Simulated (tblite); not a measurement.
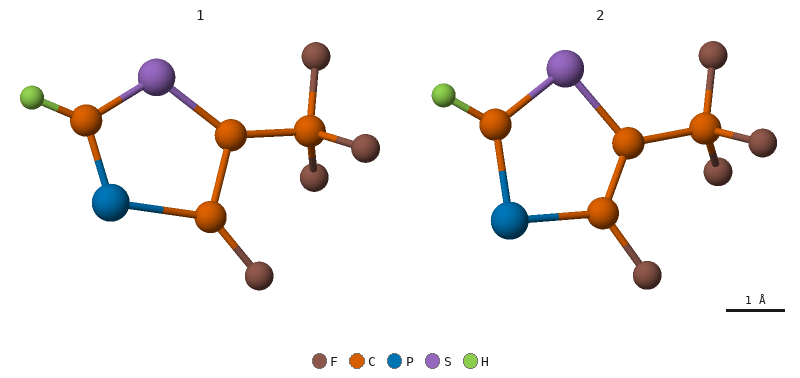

Two geometries of C4HF4PS, drawn at one scale. One is the start of a relaxation, the other its converged end. The picture is a ball-and-stick view, seen at a tilt.

Theory: tblite 0.8.0, GFN2-xTB geometry optimisation, gas phase. 

**Which geometry has the lower energy?**

Structure 2 is the relaxed one. The energy falls by 101.9 kcal/mol in 29 geometry steps. The atom that moves furthest after the best rigid fit is the P atom (0.32 Å). By element the largest moves are P 0.32 Å, S 0.25 Å, F 0.23 Å, H 0.22 Å, C 0.18 Å. Among the contacts that change: P–S 2.432 → 2.964 Å, C–P 1.500 → 1.707 Å, C–C 1.520 → 1.366 Å, C–S 1.565 → 1.709 Å. Bond angles that change, for instance: C–P–C 111.7° → 90.8°, S–C–C 139.9° → 119.8°, C–S–C 113.5° → 94.4°.
